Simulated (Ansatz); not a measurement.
Consider CH2FO (SMILES O[CH+]F) (charge +1).

```xyz
5

C    -2.4611    0.5965   -0.0279
F    -2.8123    0.4154    1.1595
O    -2.1401   -0.3480   -0.7639
H    -2.1735   -1.2532   -0.3718
H    -2.4393    1.6266   -0.4224
```

Geometry: PBE0-D3(BJ)/def2-SVP.

Theory: Ansatz, isolated molecule in a Gaussian basis; Kohn-Sham density functional theory, functional PBE0.

Q: Predict the electron density and electron localisation function between the atoms.

A: C–O (1.24 Å): ρ is about 3.2 e/Å³ halfway; the ELF peaks at about 0.90 between the atoms (a polar covalent bond).
C–F (1.25 Å): ρ is about 3 e/Å³ halfway; the ELF peaks at about 0.85 between the atoms, as expected for a shared but strongly polarised pair.
O–H (0.99 Å): the density is about 3.7 e/Å³ at the midpoint; the ELF climbs to about 1 towards the hydrogen, as it does in any bond to H; an ordinary covalent bond to hydrogen.
C–H (1.10 Å): ρ is about 2.2 e/Å³ halfway; the ELF is about 1 at the midpoint: an ordinary covalent bond to hydrogen.

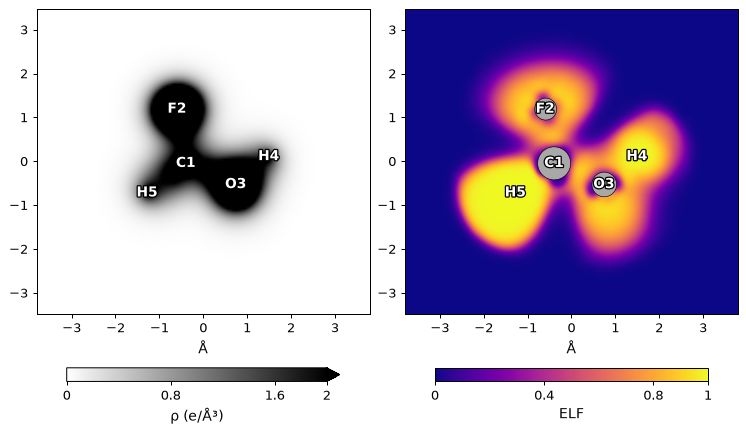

Computed electron density and electron localisation function on the molecular plane, in this order. Grey discs cover the atomic cores in the ELF map. 
